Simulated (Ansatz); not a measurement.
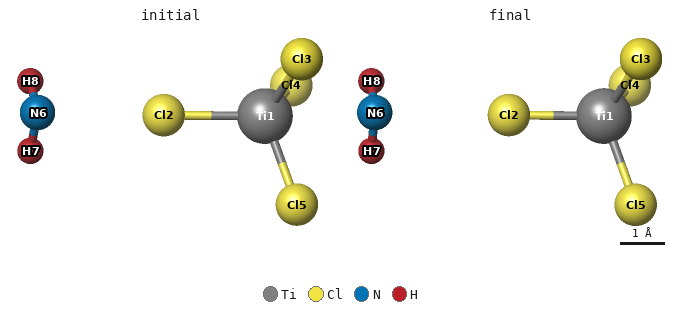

The structure of TiNH$_{2}$Cl$_{4}$ (multiplicity 2) before (left) and after (right) a relaxation, at one scale.

The picture is a ball-and-stick view, seen face on.

The run prepares an end point of a later path (reaction) calculation, from a guessed geometry.

Level of theory: UKS PBE/def2-SVP in Ansatz.

Input
```yaml
crystal:
  periodic: [false, false, false]
  atoms:
    - { symbol: Ti, position_ang: [0.005045, -0.003176, -0.101646] }
    - { symbol: Cl, position_ang: [0.043101, -0.025349, 2.215714] }
    - { symbol: Cl, position_ang: [2.035316, 0.007099, -0.865677] }
    - { symbol: Cl, position_ang: [-1.030329, 1.776325, -0.789859] }
    - { symbol: Cl, position_ang: [-1.031902, -1.765386, -0.828408] }
    - { symbol: "N", position_ang: [0.364239, -0.234332, 5.121473] }
    - { symbol: H, position_ang: [-0.62543, -0.552756, 5.253921] }
    - { symbol: H, position_ang: [0.24226, 0.797575, 5.256883] }
magnetization:
  spin_polarized: true
  initial_magnetization: 1
basis:
  gaussian: { orbitals: def2-SVP }
hamiltonian:
  xc: pbe
relax:
  f_tol: 0.03
  max_steps: 50
output:
  orbitals: {}
```

Launched with:
```bash
ansatz run input.yaml --threads 4 --pin off --max-ram 5120MiB --backend cpu --events-out ev --progress --plain --runs-dir out
```

> Describe what moved and what it gained.

Over 6 geometry steps the energy falls by 2.95 kcal/mol. The largest force component goes from 1.6 to 0.0099 eV/Å. The atom that moves furthest after the best rigid fit is Cl2 (0.12 Å). By element the largest moves are Cl 0.12 Å, N 0.06 Å, H 0.02 Å, Ti 0.02 Å. Near-neighbour distances that change, for instance: Ti1–Cl2 2.318 → 2.176 Å, Ti1–Cl4 2.171 → 2.175 Å, Ti1–Cl3 2.169 → 2.174 Å. The run took 20 s on 4 threads of Intel(R) Xeon(R) CPU @ 2.60GHz (Ice Lake), with other jobs on the host, peak memory 0.26 GiB.

Limits of the set-up: the start holds two separate molecules, 2.9 Å apart at their closest, whose relative position is a soft coordinate and is computed without a dispersion correction.
